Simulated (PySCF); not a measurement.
```yaml
atoms:
  - { symbol: C, position_ang: [-1.2149, -1.3187, -0.3534] }
  - { symbol: Si, position_ang: [-0.1905, -0.0862, 0.6735] }
  - { symbol: C, position_ang: [-0.5457, 1.7278, 0.2196] }
  - { symbol: C, position_ang: [1.6751, -0.4481, 0.4321] }
  - { symbol: Cl, position_ang: [2.1241, -0.2134, -1.3048] }
  - { symbol: H, position_ang: [-2.2807, -1.1608, -0.2197] }
  - { symbol: H, position_ang: [-0.9897, -1.2017, -1.4123] }
  - { symbol: H, position_ang: [-0.9949, -2.3467, -0.0809] }
  - { symbol: H, position_ang: [-1.5986, 1.9681, 0.3311] }
  - { symbol: H, position_ang: [0.0202, 2.4166, 0.8401] }
  - { symbol: H, position_ang: [-0.2691, 1.9132, -0.8172] }
  - { symbol: H, position_ang: [1.9454, -1.4726, 0.6749] }
  - { symbol: H, position_ang: [2.3149, 0.2230, 0.9993] }
```

Geometry: GFN2-xTB.

The calculation used UKS B3LYP, pcH-1 on C Cl H Si, non-relativistic, mean-field spin-orbit, GIAO in PySCF 2.14.0, density-fitted response routines.

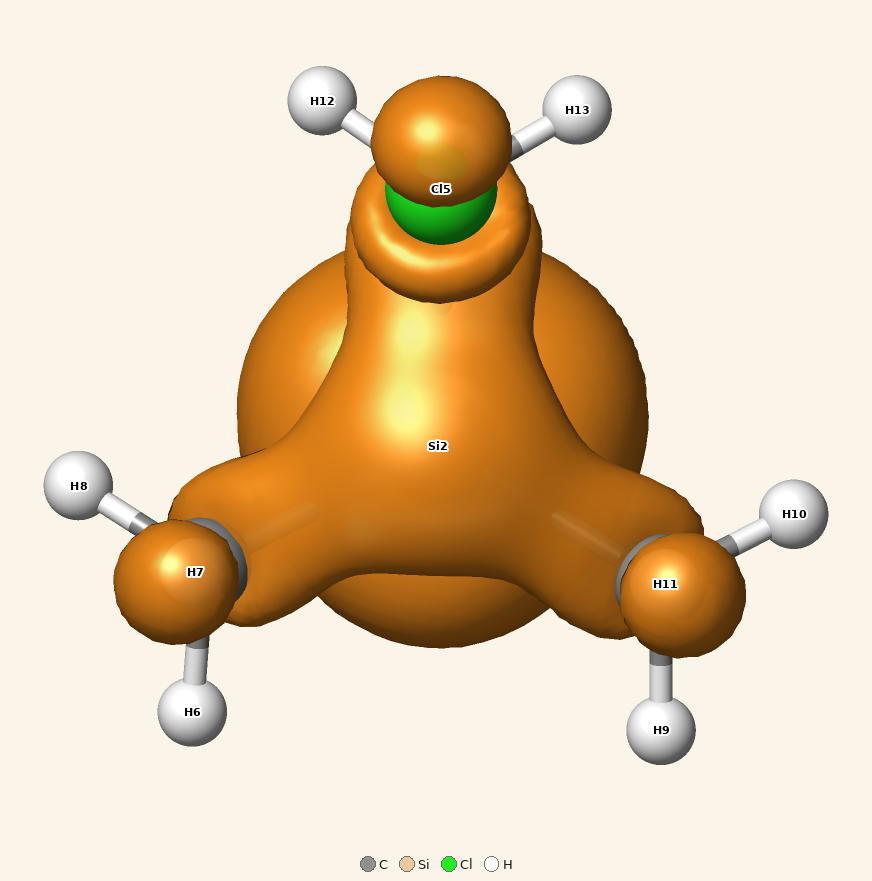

C3H8ClSi (SMILES C[Si](C)CCl) (doublet). Isosurfaces of the spin density (α minus β) at +0.015 (orange) and −0.015 e/Å³ (purple), seen across its widest extent.

Describe the spin distribution.

Answer. The unpaired spin (1 electron) lies mostly on Si2 (about 0.7), in electrons by Hirshfeld's partition.
